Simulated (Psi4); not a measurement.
**BHCl2O (BCl2(OH)) at 3 levels**

Aim: a comparison of 3 runs (QCISD(T)/LANL2DZ, CEPA(0)/6-31G**) of BHCl2O (BCl2(OH)). The job is set up through a Python script.

The results are computed with Psi4 1.11.

1 further run of the same task is left out (set aside as unsound or not needed).

## 1. The structure to begin with

The species is BHCl2O (5 atoms), meant as a singlet with charge 0. As SMILES, `OB(Cl)Cl`. The coordinates come from a GFN2-xTB (4 decimals) relaxation.

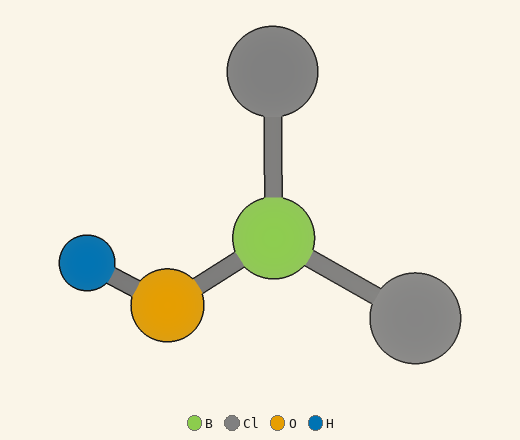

The structure, seen from a chosen angle (boron green, chlorine grey, oxygen amber, hydrogen blue).

## 2. The energy at QCISD(T)/LANL2DZ (density fitting, core potential, Cartesian functions) (run 1)

Input file bcl2ho.sdf:

```

     RDKit          3D

  5  4  0  0  0  0  0  0  0  0999 V2000
    0.2534    0.1877   -0.0660 B   0  0  0  0  0  0  0  0  0  0  0  0
    1.9476    0.3145   -0.3378 Cl  0  0  0  0  0  0  0  0  0  0  0  0
   -0.7520    1.6191   -0.1432 Cl  0  0  0  0  0  0  0  0  0  0  0  0
   -0.2535   -1.0108    0.1975 O   0  0  0  0  0  0  0  0  0  0  0  0
   -1.1956   -1.1105    0.3495 H   0  0  0  0  0  0  0  0  0  0  0  0
  2  1  1  0
  3  1  1  0
  4  1  1  0
  5  4  1  0
M  END
$$$$
```

Input file job.py:

```python
import psi4
from rdkit import Chem

psi4.set_memory(1600000000)
psi4.set_num_threads(1)
psi4.set_output_file('psi4.out', False)

rd = Chem.SDMolSupplier('bcl2ho.sdf', removeHs=False, sanitize=False)[0]
xyz = rd.GetConformer().GetPositions()
atoms = '\n'.join(f'{a.GetSymbol()} {x:.4f} {y:.4f} {z:.4f}' for a, (x, y, z) in zip(rd.GetAtoms(), xyz))
m = psi4.geometry('0 1\n' + atoms + '\nsymmetry c1')

options = {'basis': 'LANL2DZ', 'num_frozen_docc': 0, 'guess': 'modhuckel', 'r_convergence': 0.0001, 'scf_initial_accelerator': 'none', 'maxiter': 60}
psi4.set_options(options)

result, w = psi4.energy('qcisd(t)', molecule=m, return_wfn=True)
print(f'qcisd(t) energy: {result:.10f} Eh')
```

The run is started by

```console
$ python job.py
```

psi4.out:

```text
[...]
    !!!  WARNING: ECP capability is in beta. Please check occupations closely.  !!!
[...]
  Running in c1 symmetry.
[...]
  Nuclear repulsion =   76.302819774088675
[...]
  Multiplicity = 1
[...]
  Nalpha       = 14
  Nbeta        = 14
[...]
    Number of basis functions: 36
[...]
   @RHF iter   1:  -126.68077808955059   -1.26681e+02   6.06520e-02 DIIS
[...]
   @RHF iter  13:  -129.63374274135444   -4.83169e-13   2.42672e-09 DIIS
[...]
    Orbital Energies [Eh]
    ---------------------
    Doubly Occupied:
       1A    -20.622520     2A     -7.794108     3A     -1.449471
       4A     -1.162594     5A     -1.117714     6A     -0.833898
       7A     -0.682410     8A     -0.644800     9A     -0.624064
      10A     -0.543486    11A     -0.509816    12A     -0.505139
      13A     -0.482831    14A     -0.468703
[...]
  @RHF Final Energy:  -129.63374274135444
   => Energetics <=
    Nuclear Repulsion Energy =             76.3028197740886753
    One-Electron Energy =                -336.9900180448552192
    Two-Electron Energy =                 131.0534555294121049
    Total Energy =                       -129.6337427413544390
[...]
 Multipole Moments:
 ------------------------------------------------------------------------------------
     Multipole            Electronic (a.u.)      Nuclear  (a.u.)        Total (a.u.)
 ------------------------------------------------------------------------------------
 L = 1.  Multiply by 2.5417464519 to convert [e a0] to [Debye]
 Dipole X            :          8.1506837           -9.1327403           -0.9820566
 Dipole Y            :         17.9553020          -18.3322063           -0.3769044
 Dipole Z            :         -4.0390319            4.2418154            0.2027836
 Magnitude           :                                                    1.0712671
[...]
      * MP2 total energy:                   -129.868612699463
[...]
      * MP3 total energy:                   -129.874022326534
[...]
      * QCISD total energy:                 -129.885339178153
[...]
```

On the terminal:

```text
qcisd(t) energy: -129.8899239984 Eh
```

Wall time 3 s (1 thread of Intel Xeon Platinum 8488C (Sapphire Rapids), shared host); peak memory 0.2 GiB.

## 3. A single-point energy at CEPA(0)/6-31G(d,p) (Cartesian functions) (run 2)

Input file bcl2ho.xyz:

```xyz
5
BCl2HO
B      0.253430     0.187710    -0.066050
Cl     1.947600     0.314550    -0.337800
Cl    -0.751960     1.619070    -0.143170
O     -0.253500    -1.010790     0.197520
H     -1.195570    -1.110540     0.349500
```

Input file job.py:

```python
import psi4

psi4.set_memory('1600 MB')
psi4.set_num_threads(1)
psi4.set_output_file('psi4.out', False)

with open('bcl2ho.xyz') as f:
    atoms = ''.join(f.readlines()[2:])
mol = psi4.geometry('0 1\n' + atoms + '')

psi4.set_options({
    'reference': 'rhf',
    'scf_type': 'pk',
    'freeze_core': True,
})

energy_value = psi4.energy('cepa(0)/6-31G**')
print(f'total energy {energy_value:.8f} hartree = {energy_value * 27.211386:.5f} eV')
```

The run is started by

```console
$ python job.py
```

psi4.out:

```text
[...]
  Running in c1 symmetry.
[...]
  Nuclear repulsion =  184.271365416710836
[...]
  Multiplicity = 1
[...]
  Nalpha       = 24
  Nbeta        = 24
[...]
    Number of basis functions: 73
[...]
   @RHF iter   1: -1019.16391285845327   -3.21463e-01   5.65324e-03 ADIIS/DIIS
[...]
   @RHF iter  11: -1019.23937223471319   -6.59384e-12   7.99363e-09 DIIS
[...]
    Orbital Energies [Eh]
    ---------------------
    Doubly Occupied:
       1A   -104.833051     2A   -104.827041     3A    -20.620000
       4A    -10.569869     5A    -10.564241     6A     -8.038748
       7A     -8.036421     8A     -8.036147     9A     -8.033224
      10A     -8.030802    11A     -8.030403    12A     -7.738140
      13A     -1.417586    14A     -1.146360    15A     -1.108030
      16A     -0.810148    17A     -0.670654    18A     -0.634566
      19A     -0.600640    20A     -0.538666    21A     -0.495082
      22A     -0.494707    23A     -0.471206    24A     -0.455535
[...]
  @RHF Final Energy: -1019.23937223471319
   => Energetics <=
    Nuclear Repulsion Energy =            184.2713654167108359
    One-Electron Energy =               -1774.6189391397570034
    Two-Electron Energy =                 571.1082014883330658
    Total Energy =                      -1019.2393722347131870
[...]
 Multipole Moments:
 ------------------------------------------------------------------------------------
     Multipole            Electronic (a.u.)      Nuclear  (a.u.)        Total (a.u.)
 ------------------------------------------------------------------------------------
 L = 1.  Multiply by 2.5417464519 to convert [e a0] to [Debye]
 Dipole X            :          0.9319273           -1.7183203           -0.7863930
 Dipole Y            :          1.6573990           -2.0095906           -0.3521916
 Dipole Z            :         -0.3977086            0.5679158            0.1702073
 Magnitude           :                                                    0.8783071
[...]
      * SCS-MP2 total energy:                -1019.740422225708
[...]
      * MP2 total energy:                    -1019.758929547481
[...]
```

Standard output:

```text
total energy -1019.80272885 hartree = -27750.24570 eV
```

Run time: 5.7 s. Hardware: 1 thread of Intel Xeon Platinum 8488C (Sapphire Rapids), shared host; peak memory 0.37 GiB.

## 4. A single-point energy at CEPA(0)/6-31G(d,p) (sfX2C, Cartesian functions) (run 3)

Input file calc.py:

```python
import psi4

psi4.set_memory(1600000000)
psi4.set_num_threads(1)
psi4.set_output_file('run.log', False)

mol = psi4.geometry("""
B
Cl 1 1.720508
Cl 1 1.750871 2 119.8814
O 1 1.327723 2 118.28521 3 179.93433
H 4 0.95945 1 120.01191 2 -179.74928
units angstrom
""")

options = {'scf_type': 'pk', 'freeze_core': True, 'print': 2, 'relativistic': 'x2c'}
psi4.set_options(options)

e, wfn = psi4.energy('cepa(0)/6-31G**', return_wfn=True)
print(f'total energy {e:.8f} hartree = {e * 27.211386:.5f} eV')
```

The run is started by

```console
$ python calc.py
```

run.log:

```text
[...]
  Running in c1 symmetry.
[...]
  Nuclear repulsion =  184.271370403713973
[...]
  Multiplicity = 1
[...]
  Nalpha       = 24
  Nbeta        = 24
[...]
      Number of basis functions:        73
[...]
    WARNING: The X2C and Dirac Hamiltonians have substatially different eigenvalues!
             This is probably caused by the recontraction of the basis set.
[...]
   @RHF iter   1: -1021.71390505673537   -3.35562e-01   5.69435e-03 ADIIS/DIIS
[...]
   @RHF iter  11: -1021.79061770066642   -7.04858e-12   8.07125e-09 DIIS
[...]
    Orbital Energies [Eh]
    ---------------------
    Doubly Occupied:
       1A   -105.228597     2A   -105.222638     3A    -20.637179
       4A    -10.641852     5A    -10.636289     6A     -8.053168
       7A     -8.050763     8A     -8.050480     9A     -8.047715
      10A     -8.045207    11A     -8.044798    12A     -7.740402
      13A     -1.418956    14A     -1.150513    15A     -1.112883
      16A     -0.809983    17A     -0.670615    18A     -0.634241
      19A     -0.600188    20A     -0.538107    21A     -0.494509
      22A     -0.494080    23A     -0.470620    24A     -0.454981
[...]
  @RHF Final Energy: -1021.79061770066642
   => Energetics <=
    Nuclear Repulsion Energy =            184.2713704037139735
    One-Electron Energy =               -1777.6264486062154901
    Two-Electron Energy =                 571.5644605018351285
    Total Energy =                      -1021.7906177006664166
[...]
 Multipole Moments:
 ------------------------------------------------------------------------------------
     Multipole            Electronic (a.u.)      Nuclear  (a.u.)        Total (a.u.)
 ------------------------------------------------------------------------------------
 L = 1.  Multiply by 2.5417464519 to convert [e a0] to [Debye]
 Dipole X            :         -0.0029123            0.0052001            0.0022878
 Dipole Y            :          1.6017732           -1.8945151           -0.2927419
 Dipole Z            :          1.1053238           -1.9298682           -0.8245444
 Magnitude           :                                                    0.8749723
[...]
      * SCS-MP2 total energy:                -1022.291997028745
[...]
      * MP2 total energy:                    -1022.310546953022
[...]
```

Standard output:

```text
total energy -1022.35425402 hartree = -27819.67623 eV
```

Wall time 5.7 s (1 thread of Intel Xeon Platinum 8488C (Sapphire Rapids), shared host); peak memory 0.38 GiB.

## 5. Overview of the runs

```csv
run,level,integrals,integral approximation,energy (Eh),HOMO energy (eV),LUMO energy (eV),HOMO–LUMO gap (eV),wall time
1,"QCISD(T)/LANL2DZ (density fitting, core potential, Cartesian functions)",df,program's default,-129.889924,-12.75,3.37,16.13,3 s
2,CEPA(0)/6-31G** (Cartesian functions),pk,none,-1019.802729,-12.40,3.97,16.37,5.7 s
3,"CEPA(0)/6-31G** (sfX2C, Cartesian functions)",pk,none,-1022.354254,-12.38,3.99,16.37,5.7 s
```

## 6. What came out

| quantity | value |
| --- | --- |
| run 3: total energy | -1022.35425 Eh |
| run 3: HOMO energy (Hartree–Fock orbitals) | -12.38 eV |
| run 3: LUMO energy (Hartree–Fock orbitals) | 3.99 eV |
| run 3: HOMO–LUMO gap (Hartree–Fock orbitals) | 16.37 eV |
| run 3: correlation energy (12 core orbitals frozen) | -563.6 mEh |

**Reading.** Some runs of one species differ in core potentials or relativity; totals across that change don't compare. All runs together took 14 s, the longest 5.7 s.
